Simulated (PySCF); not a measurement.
# Cl3H3HoN (Ho(Cl)3(NH3)): the cost of one run

Method: several levels, as the steps say, no spin–orbit coupling; program: PySCF 2.14.0.

1 further run of the same task is left out (for a known fault of the program).

### 1 The system as given

8 atoms, charge 0, spin multiplicity 1.

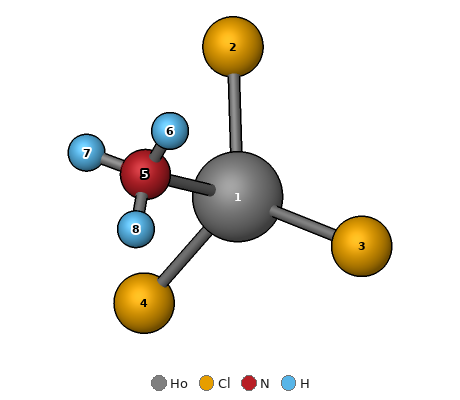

The structure; holmium grey, chlorine amber, nitrogen red, hydrogen blue; atoms are numbered from 1 in the order of the file.

Geometry (Å):

```
Ho    0.02413   -0.02413    0.02413
Cl    1.16424    1.85987    1.16424
Cl   -1.85987   -1.16424    1.16424
Cl    1.16424   -1.16424   -1.85987
N    -1.38376    1.38376   -1.38376
H    -1.99318    1.99318   -0.83336
H    -0.83336    1.99318   -1.99318
H    -1.99318    0.83336   -1.99318
```

Formal oxidation states: Ho +3. Each metal's 10 4f electrons lie in its core potential, so multiplicities, spins and levels count the valence alone. An earlier session relaxed this geometry at PBE0, Ho lcecp-1-SVP with ECP56, Cl def2-SVP, N def2-SVP, H def2-SVP (singlet, point group C3v).

At PBE0 on the finer grid: E = -1474.143012 Eh, HOMO -8.42 eV, LUMO -1.06 eV, Mulliken charge on Ho1 +0.80 e, largest force component 0.005 eV/Å. 

Levels to run: PBE; M06-L; PBE0, TZVP. Hardware: 2 threads of Arm Neoverse V1, shared host.

### 2 PBE

Input file run.py (the lines that set the calculation):

```python
mol = gto.M(atom='''
Ho     0.02413    -0.02413     0.02413
Cl     1.16424     1.85987     1.16424
Cl    -1.85987    -1.16424     1.16424
Cl     1.16424    -1.16424    -1.85987
N     -1.38376     1.38376    -1.38376
H     -1.99318     1.99318    -0.83336
H     -0.83336     1.99318    -1.99318
H     -1.99318     0.83336    -1.99318''',
    basis={'Ho': 'lcecp-1-SVP', 'Cl': 'def2-SVP', 'N': 'def2-SVP', 'H': 'def2-SVP'},
    ecp={'Ho': 'lcecp-1-SVP'},
    charge=0, spin=0)
mf = dft.RKS(mol, xc='PBE')
mf.grids.atom_grid = (75, 302)  # f atoms: unpruned, at least (60, 302)
mf = mf.density_fit()  # fitting sets: Ho AutoAux, Cl def2-universal-JKFIT, N def2-universal-JKFIT, H def2-universal-JKFIT
mf.conv_tol = 1e-08; mf.max_cycle = 55
mf.kernel(dm0)  # dm0: the density of the relaxed state
```

Launch:

```console
> OMP_NUM_THREADS=2 python run.py
```

**Question.** How long does this run take on 2 threads of Arm Neoverse V1, shared host?

About 7.7 s.
